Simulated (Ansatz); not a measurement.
# H₅NO₂Si₂: an energy map over bond length O1–Si2 and bond length O1–H6

Aim: map the energy of H5NO2Si2, SMILES O[SiH]1N[SiH2]O1 over two coordinates, and find its wells, ridges and stiffness.

Computed with Ansatz 0.2.0. Level: RKS PBE0-D4/def2-SVP.

### Step 1. The starting structure

SMILES `O[SiH]1N[SiH2]O1`, 10 atoms, charge 0, spin multiplicity 1.

Atoms are counted from 1 here; the program's logs count them from 0.

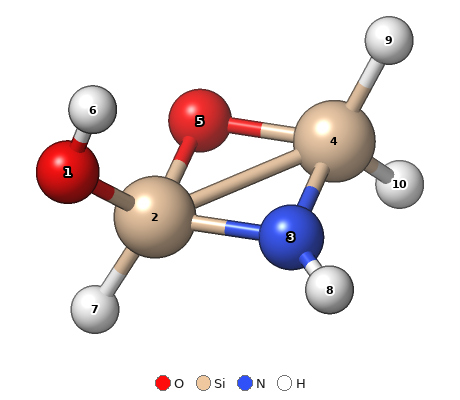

As it starts; oxygen red, silicon light orange, nitrogen blue, hydrogen white; atoms are numbered from 1 in the order of the file.

Coordinates:

```
O    -2.18102    0.09055   -0.90712
Si   -0.53401   -0.14720   -0.92236
N     0.19667   -0.95931    0.45468
Si    1.18474    0.45884    0.77829
O     0.40406    1.23121   -0.53344
H    -2.53832    0.46636   -0.08261
H    -0.28668   -0.69668   -2.28449
H     0.14051   -1.90267    0.83562
H     0.94851    1.15314    2.09194
H     2.66554    0.30577    0.56951
```

This geometry comes from a loose relaxation at PBE in a small basis, which is not shown.

### Step 3. The grid

The axes are (1) bond length O1–Si2: 9 values from 1.35 to 2.47 Å; (2) bond length O1–H6: 9 values from 0.808 to 1.251 Å.

Nothing else is relaxed (all other coordinates rigid). Energies count from the relaxed molecule at the same level.

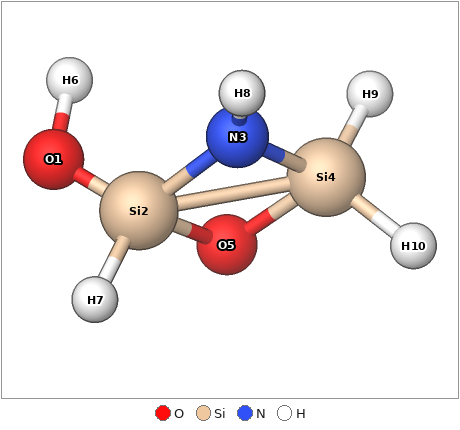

The geometry at bond length O1–Si2 = 1.35 Å, bond length O1–H6 = 1.251 Å.

(The set-up runs are not shown.)

### Step 4. The run at bond length O1–Si2 = 1.35 Å, bond length O1–H6 = 1.251 Å

input.yaml reads:

```yaml
crystal:
  periodic: [false, false, false]
  atoms:
    - { symbol: O, position_ang: [-2.15919, 0.090891, -0.885384] }
    - { symbol: Si, position_ang: [-0.82272, -0.104782, -0.912999] }
    - { symbol: "N", position_ang: [-0.092013, -0.910892, 0.449462] }
    - { symbol: Si, position_ang: [0.883243, 0.498632, 0.77701] }
    - { symbol: O, position_ang: [0.108791, 1.254801, -0.524744] }
    - { symbol: H, position_ang: [-2.63681, 0.584935, 0.159987] }
    - { symbol: H, position_ang: [-0.574537, -0.650316, -2.263584] }
    - { symbol: H, position_ang: [-0.155564, -1.842954, 0.833959] }
    - { symbol: H, position_ang: [0.641424, 1.185647, 2.079517] }
    - { symbol: H, position_ang: [2.353052, 0.351217, 0.576351] }
basis:
  gaussian: { orbitals: def2-SVP }
hamiltonian:
  xc: pbe0
  dispersion: d4
output:
  forces: true
```

Launch:

```console
$ ansatz run input.yaml --threads 1 --pin off --max-ram 2560MiB --backend cpu --events-out ev --progress --plain --runs-dir out
```

Further runs follow: the other points that were computed.

Before running it: what results should come out? Wanted: lowest point; highest computed point; dipole moment.

As calculated:

```
               quantity                                                                                                                                                           value
           lowest point                                                                                         bond length O1–Si2 = 1.63 Å, bond length O1–H6 = 0.974 Å, 0.19 kcal/mol
 highest computed point                                                                         bond length O1–Si2 = 2.47 Å, bond length O1–H6 = 1.251 Å, 107 kcal/mol above the lowest
      dipole moment (D)  2.53 at bond length O1–Si2 = 1.63 Å, bond length O1–H6 = 0.808 Å to 4.54 at bond length O1–Si2 = 2.47 Å, bond length O1–H6 = 0.808 Å; 2.60 at the lowest point
time for the whole task                                                                                                                                 16 min on 1 thread, shared host
```

What this shows: The lowest computed point is at bond length O1–Si2 = 1.63 Å, bond length O1–H6 = 0.974 Å, 0.19 kcal/mol from the relaxed molecule at the same level. No other kind of well shows on this grid. The highest computed point, bond length O1–Si2 = 2.47 Å, bond length O1–H6 = 1.251 Å, lies 107 kcal/mol above the lowest. Round the minimum the two coordinates are nearly uncoupled.
